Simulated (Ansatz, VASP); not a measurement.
# TiC: VASP beside Ansatz

Wanted: the spread between two codes on one cell, functional and k mesh. The cell is taken from a series of VASP runs on this material, whose earlier steps may have relaxed, scaled or displaced it; both programs get it as it stands. Valence electrons are named where the data sets of a main pair hold unlike numbers.

Method: plane waves, with VASP 6.6.1 beside it; band structure at LDA, in Ansatz 0.2.0.

### 1. The structure

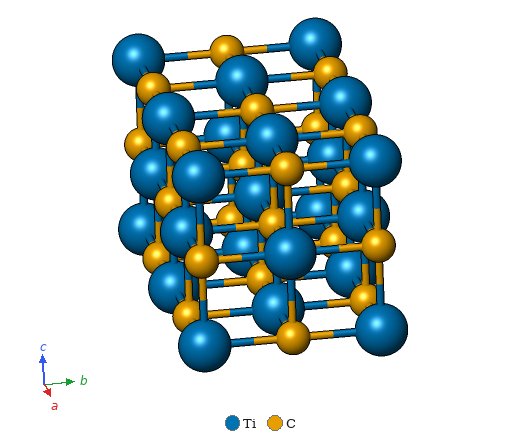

The starting structure, seen slightly off an axis (titanium blue, carbon orange). 2×1×1 cells are drawn. This picture shows the conventional cell, with its axes. Some periodic images of atoms are drawn too.

### 2. Ansatz: band structure, LDA

Ansatz runs on its default PAW (the set named soft_2) files.

A single point gives forces, pressure and levels at one fixed geometry, so differences don't come from the geometry; what else differs is listed under the comparison.

File input.yaml:

```yaml
crystal:
  lattice:
    - [0.0, 2.1323194484, 2.1323194484]
    - [2.1323194484, 0.0, 2.1323194484]
    - [2.1323194484, 2.1323194484, 0.0]
  atoms:
    - { symbol: Ti, position: [0.0, 0.0, 0.0] }
    - { symbol: C, position: [0.5, 0.5, 0.5] }
hamiltonian:
  xc: lda
  pseudopotentials: { kind: paw }
kpoints:
  mp_grid: { grid: [9, 9, 9] }
  band_path:
    path:
      - [0.0, 0.0, 0.0]
      - [0.16667, 0.0, 0.16667]
      - [0.33333, 0.0, 0.33333]
      - [0.5, 0.0, 0.5]
      - [0.5, 0.08333, 0.58333]
      - [0.5, 0.18333, 0.68333]
      - [0.5, 0.25, 0.75]
      - [0.45, 0.3, 0.75]
      - [0.40833, 0.34167, 0.75]
      - [0.35, 0.35, 0.7]
      - [0.225, 0.225, 0.45]
      - [0.075, 0.075, 0.15]
      - [0.03333, 0.03333, 0.03333]
      - [0.23333, 0.23333, 0.23333]
      - [0.4, 0.4, 0.4]
      - [0.51667, 0.46667, 0.51667]
      - [0.55833, 0.38333, 0.55833]
      - [0.60833, 0.28333, 0.60833]
      - [0.60833, 0.25, 0.64167]
      - [0.55833, 0.25, 0.69167]
      - [0.51667, 0.25, 0.73333]
      - [0.5, 0.3, 0.7]
      - [0.5, 0.38333, 0.61667]
      - [0.5, 0.48333, 0.51667]
      - [0.475, 0.475, 0.55]
      - [0.425, 0.425, 0.65]
      - [0.38333, 0.38333, 0.73333]
      - [0.59167, 0.18333, 0.59167]
      - [0.55, 0.1, 0.55]
      - [0.5, 0.0, 0.5]
    npoints: 1
scf:
  occupations: { method: gaussian, width: 0.05 }
  n_extra_bands: 7
output:
  forces: true
  stress: true
  eigenvalues: true
```

Run with:

```
> ansatz run input.yaml --threads 2 --pin off --max-ram 4608MiB --backend cpu --events-out ev --progress --plain --runs-dir out
```

Numbers of over 12 decimals in the logs are rounded to 6 here.

The log of the run:

```text
scf.n_extra_bands = 7 over 8 filled bands (N_el = 16.0): the run solves 15 bands
Engine: ansatz 0.2.0, aarch64-unknown-linux-gnu
Pseudopotentials: kind: paw
Pseudopotential: Ti, paw, valence charge 12, recommended cutoff 420 eV (normal), Ti.paw.azcp
Pseudopotential: C, paw, valence charge 4, recommended cutoff 420 eV (normal), C.paw.azcp
Functional definition: SPW92
  exchange = slater_x
  correlation = pw_c
Crystal: 2 atoms, lattice volume = 19.390 Å³
Basis set: ecut = 420 eV, 339 PW (Γ)
Bands: 15, of which v1, the nominal top of the filled ones, is band 8 counted from 1 (7 counted from 0)
Symmetry: 48 space group operations
Space group: Fm-3m (ITA 225), of the structure as read, at distance tolerance 2.7e-5 Å
k-points: 35 of 729
Non-local potential: Ti, projectors of the file, l = 0: 3, l = 1: 2, l = 2: 3, l = 3: 1
Non-local potential: C, projectors of the file, l = 0: 2, l = 1: 2, l = 2: 1
PAW form: soft (Blöchl's): semilocal exchange-correlation on the pseudo side does not see the compensation charge
PAW frozen core: Ti, regenerated for the run's functional, and the local potential with it (the file was generated under x = pbe(κ = 0.804, μ = 0.219515), c = pbe(β = 0.066725))
PAW frozen core: C, regenerated for the run's functional, and the local potential with it (the file was generated under x = pbe(κ = 0.804, μ = 0.219515), c = pbe(β = 0.066725))
PAW one-centre angular grid: Ti, 590 points (default); XC on 64 Gauss nodes
PAW one-centre angular grid: C, 110 points (default); XC on 64 Gauss nodes
Initial density: superposition of atomic densities (neutral atoms: chi_scale 0, normalization atom), corrected by the library's trained network
Initial wavefunctions: pseudopotential atomic-orbital guess
Functional: x = slater, c = lda
SCF iter   1: F=—  HF=-2695.179240 eV  |F-HF|=—  |Δ(HF+E_count)|=         —  Δρ=1.02e-2  dr2=2.38e-2  ethr=1.77e-3  ⟨swp⟩=4.7  Hψ=2379  notcnv=0
preconditioner: auto → none  [insulator: Δε(μ)=0.147 eV  Ē_g=11.428 eV  σ=0.050 eV  W_gap=0.55  n_scr=8 (ndim 8)  ℏωp=23.9 eV  f_vac=0.000  D(μ)=0.69/eV (n_scr^D=0)  ε∞_Penn≈5.4]
SCF iter   2: F=—  HF=-2695.175791 eV  |F-HF|=—  |Δ(HF+E_count)|=   3.45e-3  Δρ=5.62e-3  dr2=7.65e-3  ethr=1.49e-4  ⟨swp⟩=2.0  Hψ=888  notcnv=0  defer=32
SCF iter   3: F=—  HF=-2695.174420 eV  |F-HF|=—  |Δ(HF+E_count)|=   1.37e-3  Δρ=5.54e-4  dr2=6.47e-5  ethr=4.78e-5  ⟨swp⟩=1.7  Hψ=505  notcnv=0  defer=32
SCF iter   4: F=—  HF=-2695.174402 eV  |F-HF|=—  |Δ(HF+E_count)|=   1.88e-5  Δρ=9.86e-5  dr2=5.73e-7  ethr=4.05e-7  ⟨swp⟩=2.2  Hψ=579  notcnv=0  defer=32
iter 5 did not close the SCF: its close was put off for the readings that it lacked (scf_convergence_deferred on its scf_iter line)
SCF iter   5: F=-2695.174402 eV  HF=-2695.174402 eV  |F-HF|=1.09e-8  |Δ(HF+E_count)|=   1.48e-7  Δρ=7.36e-6  dr2=1.18e-8  ethr=3.58e-9  ⟨swp⟩=2.0  Hψ=614  notcnv=0  defer=32
SCF iter   6: F=-2695.174402 eV  HF=-2695.174402 eV  |F-HF|=4.55e-12  |Δ(HF+E_count)|=   2.31e-9  Δρ=4.86e-7  dr2=2.14e-11  ethr=7.38e-11  ⟨swp⟩=4.8  Hψ=1909  notcnv=0
SCF 1 converged in 6 iterations: F = -2695.174402 eV  dr2 = 2.14e-11
  greatest PAW one-centre occupation: 0.999 electrons in one spin orbital (limit 2), on the Ti atom at site 0 (counted from 0), in its partial waves of l = 0
NSCF: frozen V_eff on 30 k-points
SCF converged after 6 iterations
Free energy (F): -2695.174402 eV
Harris-Foulkes:  -2695.174402 eV  (|F-HF|=4.55e-12)
Internal energy: -2695.173835 eV  (E = F + TS)
E sigma→0 (E₀):  -2695.174118 eV
Entropy (-TS):   -0.000567 eV (-0.284 meV/atom)
Fermi energy:    15.178960 eV
--- Per-component energies (eV) ---
  E_band       = -99.505203
  E_kinetic    = 364.792425
  E_local      = -752.171257  (includes V_loc(G=0)·N_el)
  E_nonlocal   = 37.132434
  E_hartree    = 306.266058
  E_xc         = -147.060316
  E_vxc        = -184.482094  (∫ρ·V_xc dr)
  E_paw        = -1089.434914  (= ΣΔE_a)
  E_vpaw       = -177.309051  (= ΣTr[D̂ρ^β])
  E_aug_tail   = 0.000148  (compensation charges beyond the density's cutoff)
  E_ewald      = -1415.087197
  E_core_change = 0.388783  (= ΣΔE_core)
  E_smearing   = -0.000567  (= −TS)
  E_closure    = 0.000000  (closes the sum)
  Σ components = -2695.174402   (vs F -2695.174402, Δ=0.00e0)
--- Forces (eV/Å), atoms counted from 1 ---
  atom   1  Ti    -0.00000000     0.00000000     0.00000000
  atom   2  C      0.00000000    -0.00000000    -0.00000000
  max |Σ_I F_I| component: 5.92e-30 eV/Å
--- Stress (GPa, compression-positive) ---
       -0.717332       0.000000      -0.000000
        0.000000      -0.717332       0.000000
       -0.000000       0.000000      -0.717332
  P = ⅓ Tr σ = -0.7173 GPa (-7.173 kbar)
--- Band table (eV; the first three rows and the last of 35) ---
  k-point 0: bands = [... 4 lower, 2.7546, 15.8414, 15.8414, 15.8414, 16.9434, 16.9434, 16.9434, 17.0132, ... 3 higher]
  k-point 1: bands = [... 4 lower, 3.0512, 14.7233, 15.0625, 15.0625, 16.2576, 16.2576, 17.4679, 18.9074, ... 3 higher]
  k-point 2: bands = [... 4 lower, 3.8805, 12.8667, 13.6875, 13.6875, 16.8188, 16.8188, 18.0284, 20.8863, ... 3 higher]
  k-point 34: bands = [... 4 lower, 5.7581, 11.5663, 12.1022, 12.6255, 17.7319, 18.3240, 19.0105, 20.5291, ... 3 higher]
```

Run time: 0.77 s. Hardware: 2 threads of Arm Neoverse V1, shared host; peak memory 0.27 GiB.

Reading the cycles: dr2 is the Hartree energy of the density residual (eV), the measure of convergence; HF is the Harris–Foulkes estimate of the energy, which meets the free energy F at convergence.

### 3. VASP: band structure, LDA

The same cell, functional (in two slightly different forms), mesh and smearing now go to VASP, with its own data sets.

Lines of VASP's logs that name or quote its potential files are left out, and so is its time.

File INCAR:

```
SYSTEM = TiC
PREC = Accurate
ENCUT = 520
EDIFF = 1E-06
NELM = 100
ISMEAR = 0
SIGMA = 0.05
LREAL = .FALSE.
ALGO = Normal
GGA = CA
NBANDS = 20
LORBIT = 11
LWAVE = .FALSE.
LCHARG = .FALSE.
KPAR = 2
```

File POSCAR:

```
TiC
1.0
    0.0000000000      2.1323194484      2.1323194484
    2.1323194484      0.0000000000      2.1323194484
    2.1323194484      2.1323194484      0.0000000000
Ti C
1 1
Direct
    0.0000000000      0.0000000000      0.0000000000
    0.5000000000      0.5000000000      0.5000000000
```

File KPOINTS:

```
Automatic mesh
0
Gamma
9 9 9
0 0 0
```

File KPOINTS_OPT:

```
Line mode
16
Line-mode
Reciprocal
  0.00000000   0.00000000   0.00000000 GAMMA
  0.50000000   0.00000000   0.50000000 X

  0.50000000   0.00000000   0.50000000 X
  0.50000000   0.25000000   0.75000000 W

  0.50000000   0.25000000   0.75000000 W
  0.37500000   0.37500000   0.75000000 K

  0.37500000   0.37500000   0.75000000 K
  0.00000000   0.00000000   0.00000000 GAMMA

  0.00000000   0.00000000   0.00000000 GAMMA
  0.50000000   0.50000000   0.50000000 L

  0.50000000   0.50000000   0.50000000 L
  0.62500000   0.25000000   0.62500000 U

  0.62500000   0.25000000   0.62500000 U
  0.50000000   0.25000000   0.75000000 W

  0.50000000   0.25000000   0.75000000 W
  0.50000000   0.50000000   0.50000000 L

  0.50000000   0.50000000   0.50000000 L
  0.37500000   0.37500000   0.75000000 K

  0.62500000   0.25000000   0.62500000 U
  0.50000000   0.00000000   0.50000000 X
```

The projector-augmented-wave data sets are Ti_sv and C (LDA family, release 64).

Run with:

```
> mpirun -np 2 vasp_std
```

The log of the run:

```text
[banner, memory and clock lines left out]
running    2 mpi-ranks, on    1 nodes
 distrk:  each k-point on    1 cores,    2 groups
 distr:  one band on    1 cores,    1 groups

 POSCAR found type information on POSCAR TiC
 POSCAR found :  2 types and       2 ions
 LDA part: xc-table for (Slater(with rela. corr.)+CA(PZ))
 , standard interpolation
 POSCAR, INCAR and KPOINTS ok, starting setup
 FFT: planning ... GRIDC
 FFT: planning ... GRID_SOFT
 FFT: planning ... GRID
 WAVECAR not read
 entering main loop
       N       E                     dE             d eps       ncg     rms          rms(c)
DAV:   1     0.120722697009E+03    0.12072E+03   -0.68570E+03  1408   0.958E+02
DAV:   2    -0.187851441215E+02   -0.13951E+03   -0.12907E+03  1444   0.274E+02
DAV:   3    -0.258229944078E+02   -0.70379E+01   -0.69282E+01  1684   0.619E+01
DAV:   4    -0.259797766724E+02   -0.15678E+00   -0.15653E+00  1596   0.883E+00
DAV:   5    -0.259823344850E+02   -0.25578E-02   -0.25578E-02  1684   0.105E+00    0.189E+01
DAV:   6    -0.212231086724E+02    0.47592E+01   -0.46617E+00  1860   0.424E+01    0.705E+00
DAV:   7    -0.205790615568E+02    0.64405E+00   -0.12025E+00  1712   0.155E+01    0.526E+00
DAV:   8    -0.205407916837E+02    0.38270E-01   -0.12274E-01  1784   0.346E+00    0.260E+00
DAV:   9    -0.205404992517E+02    0.29243E-03   -0.45319E-02  1884   0.191E+00    0.796E-01
DAV:  10    -0.205392502436E+02    0.12490E-02   -0.46367E-03  1488   0.741E-01    0.658E-01
DAV:  11    -0.205370546528E+02    0.21956E-02   -0.16210E-03  1608   0.659E-01    0.167E-01
DAV:  12    -0.205369476895E+02    0.10696E-03   -0.19072E-04  1820   0.144E-01    0.464E-02
DAV:  13    -0.205369423511E+02    0.53383E-05   -0.17035E-05  1516   0.415E-02    0.253E-02
DAV:  14    -0.205369405115E+02    0.18396E-05   -0.33852E-06  1532   0.259E-02    0.400E-03
DAV:  15    -0.205369404587E+02    0.52870E-07   -0.38040E-07  1000   0.487E-03
   1 F= -.20536940E+02 E0= -.20536640E+02  d E =-.601280E-03
 Start KPOINTS_OPT (optional k-point list driver)
k-point batch [1-35\160]
       N       E                     dE             ncg
DAV:   1    -0.143202640872E+04   -0.22314E+05     1416
DAV:   2    -0.608546402867E+04   -0.46534E+04     1436
DAV:   3    -0.632183888197E+04   -0.23637E+03     1784
DAV:   4    -0.632674899232E+04   -0.49101E+01     1556
DAV:   5    -0.632681097906E+04   -0.61987E-01     1616
DAV:   6    -0.632681198068E+04   -0.10016E-02     1700
DAV:   7    -0.632681200048E+04   -0.19795E-04     1628
DAV:   8    -0.632681200086E+04   -0.38738E-06     1372
[...]
k-point batch [141-160\160]
       N       E                     dE             ncg
DAV:   1     0.991475000680E+04   -0.16198E+05      808
DAV:   2     0.720949894607E+04   -0.27053E+04      860
DAV:   3     0.707527287677E+04   -0.13423E+03     1068
DAV:   4     0.707286844744E+04   -0.24044E+01      908
DAV:   5     0.707284401302E+04   -0.24434E-01      980
DAV:   6     0.707284362582E+04   -0.38720E-03      964
DAV:   7     0.707284361809E+04   -0.77233E-05     1000
DAV:   8     0.707284361795E+04   -0.14473E-06      800
```

From OUTCAR (step 3):

```text
ion  position               nearest neighbor table
   1  0.000  0.000  0.000-   2 2.13   2 2.13   2 2.13   2 2.13   2 2.13   2 2.13
   2  0.500  0.500  0.500-   1 2.13   1 2.13   1 2.13   1 2.13   1 2.13   1 2.13

  LATTYP: Found a face centered cubic cell.
 ALAT       =     4.2646388968

 Subroutine GETGRP returns: Found 48 space group operations
 (whereof 48 operations were pure point group operations)

The static configuration has the point symmetry O_h .

 Found     35 irreducible k-points:

   k-points           NKPTS =     35   k-points in BZ     NKDIM =     35   number of bands    NBANDS=     20

   dimension x,y,z NGX =    24 NGY =   24 NGZ =   24
   dimension x,y,z NGXF=    48 NGYF=   48 NGZF=   48

   ENCUT  =  520.0 eV  38.22 Ry    6.18 a.u.   5.61  5.61  5.61*2*pi/ulx,y,z

   NELECT =      16.0000    total number of electrons

 k-points in reciprocal lattice and weights: Automatic mesh
   0.00000000  0.00000000  0.00000000       0.001
   0.11111111  0.00000000  0.00000000       0.011
   0.22222222  0.00000000  0.00000000       0.011
   0.33333333  0.00000000  0.00000000       0.011
   0.44444444  0.00000000  0.00000000       0.011
   0.11111111  0.11111111  0.00000000       0.008
   0.22222222  0.11111111  0.00000000       0.033
   0.33333333  0.11111111  0.00000000       0.033
   0.44444444  0.11111111  0.00000000       0.033
[...]
-0.33333333  0.44444444  0.11111111       0.033
  -0.33333333  0.44444444  0.22222222       0.033

 average (electrostatic) potential at core
       1 -70.4938       2 -48.1730

 E-fermi :   9.7851

 k-point     1 :       0.0000    0.0000    0.0000
  band No.  band energies     occupation
      1     -45.9543      2.00000
      2     -22.3322      2.00000
      3     -22.3322      2.00000
      4     -22.3322      2.00000
      5      -2.6246      2.00000
      6      10.4390      0.00000
      7      10.4390      0.00000
      8      10.4390      0.00000
      9      11.5472      0.00000
     10      11.5472      0.00000
    ...

 k-point     2 :       0.1111    0.0000    0.0000
  band No.  band energies     occupation
    ...
      4     -22.3390      2.00000
      5      -2.3291      2.00000
      6       9.3259      2.00000
      7       9.6641      1.99938
      8       9.6641      1.99938
      9      10.8546      0.00000
     10      10.8546      0.00000
     11      12.0695      0.00000
     12      13.5040      0.00000
     13      13.5040      0.00000
    ...

 k-point     3 :       0.2222    0.0000    0.0000
  band No.  band energies     occupation
    ...
      4     -22.3562      2.00000
      5      -1.5025      2.00000
      6       7.4724      2.00000
      7       8.2918      2.00000
      8       8.2918      2.00000
      9      11.4150      0.00000
     10      11.4150      0.00000
     11      12.6278      0.00000
     12      15.4821      0.00000
     13      15.4821      0.00000
    ...

  Total       -0.0041523     -0.0041523     -0.0041523      0.0000000      0.0000000      0.0000000
  in kB       -0.3430899     -0.3430899     -0.3430899      0.0000000      0.0000000      0.0000000
  external PRESSURE =      -0.3430899 kB  Pullay stress =       0.0000000 kB

  energy-cutoff  :      520.00
  volume of cell :       19.39
      direct lattice vectors                 reciprocal lattice vectors
     0.000000000  2.132319448  2.132319448    -0.234486442  0.234486442  0.234486442
     2.132319448  0.000000000  2.132319448     0.234486442 -0.234486442  0.234486442
     2.132319448  2.132319448  0.000000000     0.234486442  0.234486442 -0.234486442

 POSITION                                       TOTAL-FORCE (eV/Angst)
 -----------------------------------------------------------------------------------
      0.00000      0.00000      0.00000         0.000000      0.000000      0.000000
      2.13232      2.13232      2.13232        -0.000000     -0.000000     -0.000000
 -----------------------------------------------------------------------------------
    total drift:                                0.000000     -0.000000     -0.000000

  FREE ENERGIE OF THE ION-ELECTRON SYSTEM (eV)
  ---------------------------------------------------
  free  energy   TOTEN  =       -20.5369404587 eV

  energy  without entropy=      -20.5363391782  energy(sigma->0) =      -20.53663982

 total charge
# of ion       s       p       d       tot
------------------------------------------
    1        2.211   6.275   2.040  10.526
    2        0.892   1.528   0.000   2.420
--------------------------------------------------
tot          3.103   7.803   2.040  12.946

[... 3 further parts left out ...]
```

The run ends at a pressure of -0.03 GPa.

### 4. Comparison

Known differences besides the potentials themselves: the two LDA forms differ slightly; the cutoff is 420 eV in Ansatz and 520 eV in VASP; VASP's log shows a relativistic correction to its local exchange, Ansatz's none. Total energies have different zeros and are not compared.

The two programs side by side:

```tsv
quantity	Ansatz	VASP	difference
pressure (GPa)	-0.72	-0.03	-0.68
pressure without Ansatz's Pulay correction (GPa)	-1.08	-0.03	-1.04
```

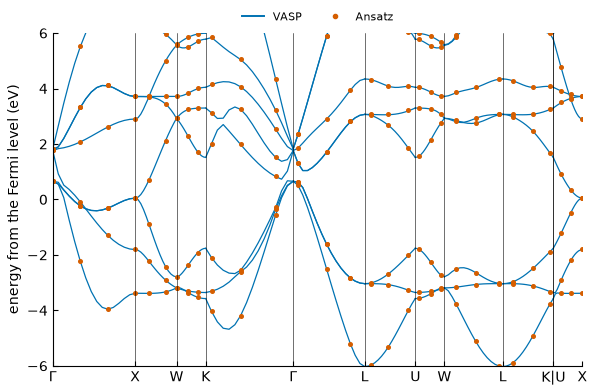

Bands from VASP (lines) and levels from Ansatz (dots). Dots without a line are higher empty bands that the VASP plot leaves out.

Levels from 3 eV below to 2 eV above the Fermi level differ by 5 meV r.m.s. and 14 meV at most; each VASP level is matched to the nearest of Ansatz, which flatters the figure a little. Ansatz's pressure holds a Pulay correction of 0.36 GPa; VASP's holds none.

### 5. What came out

| Item | Value |
| --- | --- |
| r.m.s. difference of levels near the Fermi level (band structure, LDA) | 5.2 meV |
| difference in pressure (band structure, LDA) | -0.68 GPa |

**Reading.** The difference in pressure is -0.68 GPa (band structure, LDA), within the 1 GPa picked in this series as the mark of a large difference. 1 further run of this series is not shown here. Such differences can come from data sets, numerical settings and the points named under the comparisons, not from the functional's error against experiment.

[Lines on the potential files, build, host, timing and source positions are cut from VASP's logs without a mark.]

[Logs are printed without paths, hosts, clocks, repeated set-up lines and the standing remarks that a program may print on its own settings, such as how far it seeks lower states.]

[Hosts, paths, dates, database ids (printed as entryN), source tags and the programs' standing remarks are cut or masked in the printed files.]
